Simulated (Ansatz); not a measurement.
```
atom    x (Å)    y (Å)    z (Å)
  Ga  -0.0016   1.3815   0.0117
  Ga   0.0016  -1.3815  -0.0113
   P  -1.8594  -0.0021   0.0039
   P   1.8594   0.0021  -0.0042
```

Geometry: r2SCAN-D4/def2-SVPD.

Method: UKS PBE0-D4/def2-TZVPD in Ansatz.

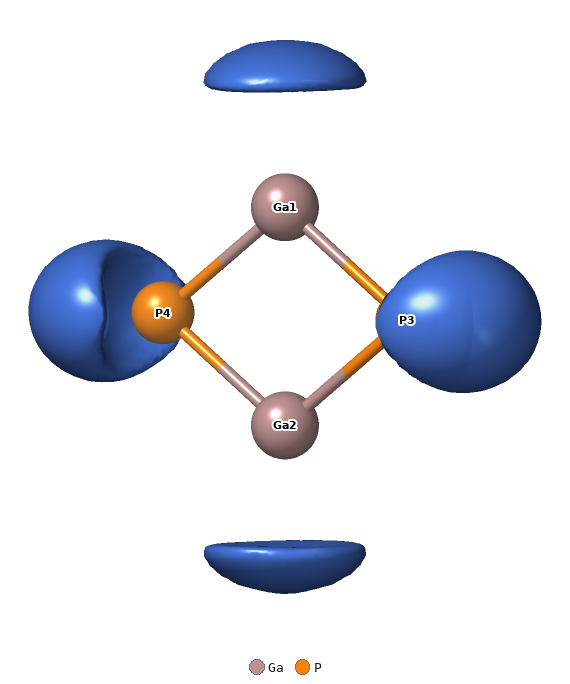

Ga2P2 (charge −1, doublet). Isosurface of the ELF at 0.85 (blue), seen at a tilt. Core shells and regions of very low density are left out.

What do the ELF domains correspond to?

The ELF exceeds this value in two lobes on Ga, pointing away from the bonds (non-bonding electrons) and two lobes on P, pointing away from the bonds (non-bonding electrons). Along the contacts the grid gives the following. Ga–P (2.32 Å): the ELF peaks at about 0.80 in the valence shell of P, 1.0 Å from its nucleus, and is about 0.70 at the midpoint.
